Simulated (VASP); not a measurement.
Band structure of PdSb (relaxed from the zinc blende structure, space group F-43m). Computed with PBEsol GGA, VASP's PBE PAW potentials (set 64) (plane waves; VASP).

Unless said otherwise, spin-orbit coupling is left out, though it shifts the bands of the heavy elements here.

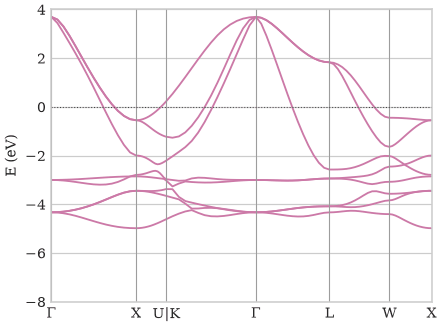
Figure. Bands along high-symmetry lines, zero at the valence-band maximum or, without a gap, the Fermi level

Task: Read the plot: is there a gap, and where are the band edges?

Result: It has no gap at this level: it comes out as a metal or semimetal. (Edges off the drawn lines would not show.)

The structure was generated: PdSb was put into the zinc blende type (F-43m), which need not be its known phase. It was relaxed first, which changed the volume by -22 %. The electron count is odd and the run is not spin-polarised, which forces a metal.
